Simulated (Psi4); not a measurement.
Molecule: C₂H₆S, SMILES CCS.

```xyz
9

C     -0.6955     0.3358    -0.5098
C      0.6385    -0.2337    -0.0452
S      0.5561    -1.1469     1.5467
H     -1.4542    -0.4568    -0.5968
H     -0.5882     0.8262    -1.4922
H     -1.0756     1.0877     0.2006
H      1.0167    -0.9808    -0.7607
H      1.4070     0.5512     0.0300
H      0.1927    -0.0898     2.3102
```

Unscaled harmonic wavenumbers and double-harmonic intensities, B3LYP/def2-SVP (dispersion D3(BJ)) in Psi4 1.11, at a geometry relaxed at this level, isolated molecule. Lorentzian lines of 12 cm⁻¹ full width. Close modes add up in the curve.

### Predict the infrared spectrum.

The most intense lines lie at 3128.2 cm⁻¹ (24.0 km/mol), 3024.8 cm⁻¹ (23.4 km/mol) and 1294.7 cm⁻¹ (19.5 km/mol). It has no imaginary mode, so it is a minimum.

| cm⁻¹ | km/mol |
| --- | --- |
| 221.2 | 14.7 |
| 268.4 | 3.5 |
| 333.1 | 2.2 |
| 656.0 | 3.1 |
| 736.8 | 1.7 |
| 874.4 | 6.2 |
| 987.0 | 6.2 |
| 1064.2 | 0.5 |
| 1116.4 | 7.2 |
| 1267.5 | 3.3 |
| 1294.7 | 19.5 |
| 1395.4 | 2.3 |
| 1455.4 | 1.1 |
| 1463.5 | 9.0 |
| 1472.9 | 2.6 |
| 2659.4 | 10.1 |
| 3024.8 | 23.4 |
| 3056.6 | 16.7 |
| 3099.5 | 15.6 |
| 3108.6 | 11.2 |
| 3128.2 | 24.0 |

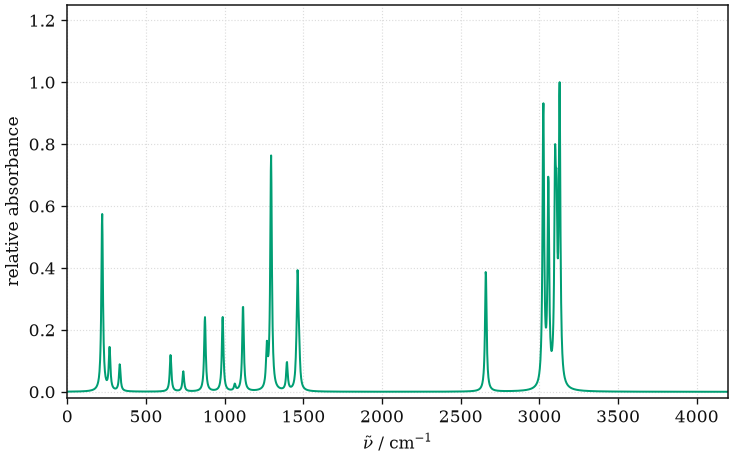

Caveats: double-zeta basis.
